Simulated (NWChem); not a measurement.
# the pair CH3BFN···O3, step by step

Wanted: a single-point energy (singlet CH3BFNO3, BLYP-D3(BJ)/cc-pVDZ), then the energy (singlet CH3BFN, BLYP-D3(BJ)/cc-pVDZ), then the energy (singlet O3, BLYP-D3(BJ)/cc-pVDZ), then the energy (singlet CH3BFN, BLYP-D3(BJ)/cc-pVDZ), then a single-point energy (singlet O3, BLYP-D3(BJ)/cc-pVDZ) of CH3BFNO3 and its partners. 

Program for the calculation: NWChem 7.3.0.

## Step 1: Starting point

The species is CH3BFNO3 (10 atoms), meant as a singlet with charge 0. The two molecules were placed rigidly side by side, at 1.3 times their contact distance; the pair isn't optimised.

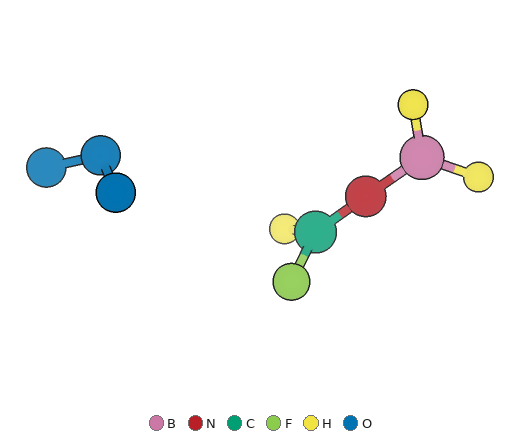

Viewed from a chosen angle; boron pink, nitrogen red, carbon teal, fluorine green, hydrogen yellow, oxygen blue.

## Step 2: A single-point energy at BLYP-D3(BJ)/cc-pVDZ (run 1)

Input file run.nw:

```
start run
memory total 2200 mb

geometry units bohr noautosym nocenter noautoz
  B     -0.92451071     2.07782946     1.09124125
  N      0.01865160     0.00253223    -0.11327018
  C      0.86562685    -1.88435930    -1.14354887
  F      1.38171105    -4.01049017     0.12710298
  H      0.52094080     3.60340536     1.92083102
  H     -3.16534795     2.31291139     1.25923790
  H      1.30290947    -2.10186678    -3.14155630
  O     -3.93280352    -8.75228544    -6.78332310
  O     -4.33013734    -7.38128914    -4.92987972
  O     -3.94888509    -8.25910472    -2.79522619
end

basis "ao basis" spherical bse
  * library cc-pVDZ
end

dft
  xc becke88 lyp
  disp vdw 4
  grid fine
  convergence energy 1e-08
  iterations 100
  mulliken
  noprint "final vectors analysis"
end

task dft energy
```

Run with:

```
nwchem run.nw > run.out
```

Output, shortened:

```text
[...]
          Wavefunction type:  closed shell.
          No. of atoms     :    10
          No. of electrons :    54
[...]
          Charge           :     0
          Spin multiplicity:     1
[...]
          AO basis - number of functions:   113
[...]
              XC Information
              --------------
                    Becke 1988 Exchange Functional  1.000
              Lee-Yang-Parr Correlation Functional  1.000
[...]
 d= 0,ls=0.0,diis     1   -444.4217716162 -6.91D+02  2.80D-02  3.33D+00     6.6
[...]
 d= 0,ls=0.0,diis    15   -444.7474630460 -1.35D-09  2.44D-07  1.47D-09    54.7
         Total DFT energy =     -444.747463045964
      One electron energy =    -1098.383860063968
           Coulomb energy =      460.651729565550
    Exchange-Corr. energy =      -53.527451549152
 Nuclear repulsion energy =      246.521345037899
    Dispersion correction =       -0.009226036294
[...]
      Total Density - Mulliken Population Analysis
     ---------------------------------------------
    Atom       Charge   Shell Charges
 -----------   ------   -------------------------------------------------------
    1 B    5     5.10   2.02  0.58  0.34  1.63  0.44  0.08
    2 N    7     6.89   2.01  0.76  0.61  2.48  1.00  0.02
    3 C    6     5.82   2.01  0.69  0.32  2.04  0.58  0.17
    4 F    9     9.11   2.01  0.90  0.97  3.34  1.88  0.01
    5 H    1     1.05   0.75  0.28  0.01
    6 H    1     1.05   0.75  0.28  0.01
    7 H    1     0.99   0.76  0.21  0.03
    8 O    8     8.10   2.01  0.90  1.01  2.73  1.43  0.03
    9 O    8     7.80   2.01  0.92  0.88  2.75  1.17  0.07
   10 O    8     8.10   2.01  0.90  1.01  2.73  1.43  0.03
[...]
```

It took 56 s on 1 thread of AMD EPYC 7R43 (Zen 3), shared host; peak memory 0.12 GiB.

## Step 3: CH3BFN: a single-point energy at BLYP-D3(BJ)/cc-pVDZ (run 2)

Input file work.nw:

```
start work
memory stack 880 mb heap 220 mb global 1100 mb

geometry units atomic noautosym nocenter noautoz
 B  -0.92451071  2.07782946  1.09124125
 N   0.01865160  0.00253223 -0.11327018
 C   0.86562685 -1.88435930 -1.14354887
 F   1.38171105 -4.01049017  0.12710298
 H   0.52094080  3.60340536  1.92083102
 H  -3.16534795  2.31291139  1.25923790
 H   1.30290947 -2.10186678 -3.14155630
end

basis spherical bse
 * library cc-pVDZ
end

dft
 xc becke88 lyp
 mult 1
 disp vdw 4
 grid fine
 convergence energy 1e-08
 iterations 100
 mulliken
 print low
end

task dft energy
```

Run with:

```
nwchem work.nw > work.out
```

Output, shortened:

```text
[...]
 d= 0,ls=0.0,diis     1   -219.2034498295 -3.20D+02  2.16D-02  8.98D-01     2.3
[...]
 d= 0,ls=0.0,diis    11   -219.3137728061 -3.94D-09  5.25D-07  2.69D-09    18.2
         Total DFT energy =     -219.313772806090
      One electron energy =     -499.945723684300
           Coulomb energy =      207.288961818860
    Exchange-Corr. energy =      -27.926872942382
 Nuclear repulsion energy =      101.277013823372
    Dispersion correction =       -0.007151821639
[...]
      Total Density - Mulliken Population Analysis
     ---------------------------------------------
    Atom       Charge   Shell Charges
 -----------   ------   -------------------------------------------------------
    1 B    5     5.10   2.02  0.58  0.34  1.63  0.44  0.08
    2 N    7     6.89   2.01  0.76  0.61  2.48  1.00  0.02
    3 C    6     5.81   2.01  0.69  0.32  2.04  0.58  0.17
    4 F    9     9.11   2.01  0.90  0.97  3.34  1.88  0.01
    5 H    1     1.05   0.75  0.28  0.01
    6 H    1     1.05   0.75  0.28  0.01
    7 H    1     0.99   0.76  0.20  0.03
[...]
```

Run time: 19 s. Hardware: 1 thread of AMD EPYC 7R43 (Zen 3), shared host; peak memory 0.12 GiB.

## Step 4: O3: a single-point energy at BLYP-D3(BJ)/cc-pVDZ (run 3)

Input file o3.nw:

```
start o3
title "O3 BLYP"
memory total 2200 mb

geometry units angstrom noautosym nocenter noautoz
  O     -2.081150    -4.631510    -3.589580
  O     -2.291410    -3.906010    -2.608780
  O     -2.089660    -4.370530    -1.479170
end

basis spherical bse
  * library cc-pVDZ
end

dft
  xc becke88 lyp
  disp vdw 4
  grid fine
  convergence energy 1e-08
  iterations 100
  mulliken
  noprint "final vectors analysis"
end

task dft energy
```

Run with:

```
nwchem o3.nw > o3.out
```

Output, shortened:

```text
[...]
          Wavefunction type:  closed shell.
          No. of atoms     :     3
          No. of electrons :    24
[...]
          Charge           :     0
          Spin multiplicity:     1
[...]
          AO basis - number of functions:    42
[...]
              XC Information
              --------------
                    Becke 1988 Exchange Functional  1.000
              Lee-Yang-Parr Correlation Functional  1.000
[...]
 d= 0,ls=0.0,diis     1   -225.2200934822 -2.96D+02  4.64D-02  2.41D+00     0.9
[...]
 d= 0,ls=0.0,diis    12   -225.4334567168 -2.03D-11  3.27D-08  7.84D-12     6.0
         Total DFT energy =     -225.433456716809
      One electron energy =     -449.351822689493
           Coulomb energy =      178.879328346765
    Exchange-Corr. energy =      -25.601027200485
 Nuclear repulsion energy =       70.641620390098
    Dispersion correction =       -0.001555563693
[...]
      Total Density - Mulliken Population Analysis
     ---------------------------------------------
    Atom       Charge   Shell Charges
 -----------   ------   -------------------------------------------------------
    1 O    8     8.10   2.01  0.90  1.01  2.73  1.43  0.03
    2 O    8     7.80   2.01  0.92  0.88  2.75  1.16  0.07
    3 O    8     8.10   2.01  0.90  1.01  2.73  1.43  0.03
[...]
```

Run time: 6.9 s. Hardware: 1 thread of AMD EPYC 7R43 (Zen 3), shared host; peak memory 0.11 GiB.

## Step 5: CH3BFN among ghost functions: a single-point energy at BLYP-D3(BJ)/cc-pVDZ (with ghost functions) (run 4)

Input file ch3bfn.nw:

```
START ch3bfn
TITLE "CH3BFN BLYP"
memory 2200 mb
GEOMETRY units angstrom noautosym nocenter noautoz
  B     -0.489230     1.099540     0.577460
  N      0.009870     0.001340    -0.059940
  C      0.458070    -0.997160    -0.605140
  F      0.731170    -2.122260     0.067260
  H      0.275670     1.906840     1.016460
  H     -1.675030     1.223940     0.666360
  H      0.689470    -1.112260    -1.662440
  bqO     -2.081150    -4.631510    -3.589580
  bqO     -2.291410    -3.906010    -2.608780
  bqO     -2.089660    -4.370530    -1.479170
END
BASIS spherical bse
  B library cc-pVDZ
  N library cc-pVDZ
  C library cc-pVDZ
  F library cc-pVDZ
  H library cc-pVDZ
  bqO library O cc-pVDZ
END
DFT
  xc becke88 lyp
  disp vdw 4
  grid fine
  convergence energy 1e-08
  iterations 100
  mulliken
  print low
END
TASK dft
```

Run with:

```
nwchem ch3bfn.nw > ch3bfn.out
```

Output, shortened:

```text
[...]
 d= 0,ls=0.0,diis     1   -219.2034649277 -3.20D+02  1.35D-02  8.98D-01     4.7
[...]
 d= 0,ls=0.0,diis    11   -219.3137902643 -3.94D-09  3.32D-07  2.72D-09    37.2
         Total DFT energy =     -219.313790264284
      One electron energy =     -499.945384607259
           Coulomb energy =      207.288561466920
    Exchange-Corr. energy =      -27.926836464354
 Nuclear repulsion energy =      101.277021162385
    Dispersion correction =       -0.007151821976
[...]
      Total Density - Mulliken Population Analysis
     ---------------------------------------------
    Atom       Charge   Shell Charges
 -----------   ------   -------------------------------------------------------
    1 B    5     5.10   2.02  0.58  0.34  1.63  0.44  0.08
    2 N    7     6.89   2.01  0.76  0.61  2.48  1.00  0.02
    3 C    6     5.81   2.01  0.69  0.32  2.04  0.58  0.17
    4 F    9     9.11   2.01  0.90  0.97  3.34  1.88  0.01
    5 H    1     1.05   0.75  0.28  0.01
    6 H    1     1.05   0.75  0.28  0.01
    7 H    1     0.99   0.76  0.20  0.03
    8 X    0     0.00  -0.00 -0.00  0.00 -0.00  0.00 -0.00
    9 X    0     0.00  -0.00 -0.00  0.00 -0.00  0.00 -0.00
   10 X    0     0.00  -0.00 -0.00  0.00 -0.00  0.00 -0.00
[...]
```

Run time: 38 s. Hardware: 1 thread of AMD EPYC 7R43 (Zen 3), shared host; peak memory 0.12 GiB.

## Step 6: O3 among ghost functions: the energy at BLYP-D3(BJ)/cc-pVDZ (with ghost functions) (run 5)

Input file mol.nw:

```
START mol
TITLE "O3 BLYP"
memory total 2200 mb

GEOMETRY units angstroms noautosym nocenter noautoz
  O     -2.081150    -4.631510    -3.589580
  O     -2.291410    -3.906010    -2.608780
  O     -2.089660    -4.370530    -1.479170
  bqB     -0.489230     1.099540     0.577460
  bqN      0.009870     0.001340    -0.059940
  bqC      0.458070    -0.997160    -0.605140
  bqF      0.731170    -2.122260     0.067260
  bqH      0.275670     1.906840     1.016460
  bqH     -1.675030     1.223940     0.666360
  bqH      0.689470    -1.112260    -1.662440
END

BASIS spherical bse
  O library cc-pVDZ
  bqB library B cc-pVDZ
  bqN library N cc-pVDZ
  bqC library C cc-pVDZ
  bqF library F cc-pVDZ
  bqH library H cc-pVDZ
END

DFT
  xc becke88 lyp
  mult 1
  disp vdw 4
  grid fine
  convergence energy 1e-08
  maxiter 100
  mulliken
  print low
END

TASK dft energy
```

Run with:

```
nwchem mol.nw > mol.out
```

Output, shortened:

```text
[...]
 d= 0,ls=0.0,diis     1   -225.2202142509 -2.96D+02  1.73D-02  2.41D+00     4.5
[...]
 d= 0,ls=0.0,diis    12   -225.4336084271 -1.58D-11  1.61D-08  1.14D-11    40.8
         Total DFT energy =     -225.433608427077
      One electron energy =     -449.348187827633
           Coulomb energy =      178.875195066751
    Exchange-Corr. energy =      -25.600680492599
 Nuclear repulsion energy =       70.641620390098
    Dispersion correction =       -0.001555563693
[...]
      Total Density - Mulliken Population Analysis
     ---------------------------------------------
    Atom       Charge   Shell Charges
 -----------   ------   -------------------------------------------------------
    1 O    8     8.10   2.01  0.90  1.01  2.73  1.43  0.03
    2 O    8     7.80   2.01  0.92  0.88  2.75  1.16  0.07
    3 O    8     8.10   2.01  0.90  1.01  2.73  1.43  0.03
    4 X    0     0.00  -0.00 -0.00  0.00 -0.00  0.00 -0.00
    5 X    0    -0.00  -0.00  0.00  0.00 -0.00 -0.00 -0.00
    6 X    0     0.00  -0.00 -0.00 -0.00 -0.00  0.00 -0.00
    7 X    0    -0.00   0.00  0.00 -0.00 -0.00 -0.00 -0.00
    8 X    0    -0.00  -0.00 -0.00 -0.00
    9 X    0    -0.00   0.00 -0.00 -0.00
   10 X    0     0.00  -0.00  0.00 -0.00
[...]
```

It took 42 s on 1 thread of AMD EPYC 7R43 (Zen 3), shared host; peak memory 0.12 GiB.

## Step 7: Results

| quantity | value |
| --- | --- |
| run 1, BLYP-D3(BJ)/cc-pVDZ: total energy | -444.74746 Eh |
| run 1, BLYP-D3(BJ)/cc-pVDZ: dipole moment | 1.47 D |
| run 1, BLYP-D3(BJ)/cc-pVDZ: dispersion energy | -24.22 kJ/mol |
| CH3BFN: total energy | -219.31377 Eh |
| CH3BFN: dispersion energy | -18.78 kJ/mol |
| O3: total energy | -225.43346 Eh |
| O3: dipole moment | 0.60 D |
| O3: dispersion energy | -4.08 kJ/mol |
| CH3BFN among ghost functions: total energy | -219.31379 Eh |
| CH3BFN among ghost functions: dispersion energy | -18.78 kJ/mol |
| O3 among ghost functions: total energy | -225.43361 Eh |
| O3 among ghost functions: dispersion energy | -4.08 kJ/mol |
| interaction energy of the rigid parts CH3BFN and O3 (parts in their own basis; closest atoms 3.92 Å apart) | -0.006 eV |
| interaction energy of the rigid parts CH3BFN and O3 (parts in the whole basis, counterpoise; closest atoms 3.92 Å apart) | -0.002 eV |

The interaction energy of the rigid parts CH3BFN and O3 (parts in their own basis; closest atoms 3.92 Å apart) is −0.01 eV (−0.6 kJ/mol). Without counterpoise this holds the superposition error of the basis. The interaction energy of the rigid parts CH3BFN and O3 (parts in the whole basis, counterpoise; closest atoms 3.92 Å apart) is −0.00 eV (−0.2 kJ/mol). The basis-set superposition error is 0.4 kJ/mol. Mulliken charges (O3) run from -0.10 on O1 to +0.20 on O2.
